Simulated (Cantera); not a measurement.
Charge: 1 mol BaF₂, 2.1 mol H₂O, 1.1 mol N₂, 1.9 mol O₂, at 1.00 bar.

Equilibrium computed with Cantera from the NASA thermochemical tables; the gas is ideal and each condensed phase is pure. Candidate condensed phases: Ba, BaF₂, BaO, Ba(OH)₂, H₂O; 45 gas species. Mutual solubility and eutectic melting of coexisting phases are not modelled. Kinetics and transport are ignored.

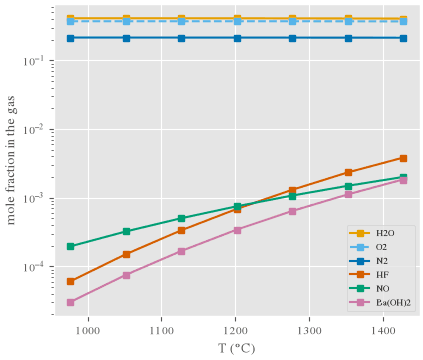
Equilibrium gas composition (values under 1e-9 drawn at 1e-9)

From 977 °C to 1277 °C the condensed part is BaF₂(s). At 1352 °C the condensed part is BaF₂(s) + BaO(s). At 1427 °C the condensed part is BaF₂(l) + BaO(s). The main Ba-bearing gas is Ba(OH)₂ throughout.
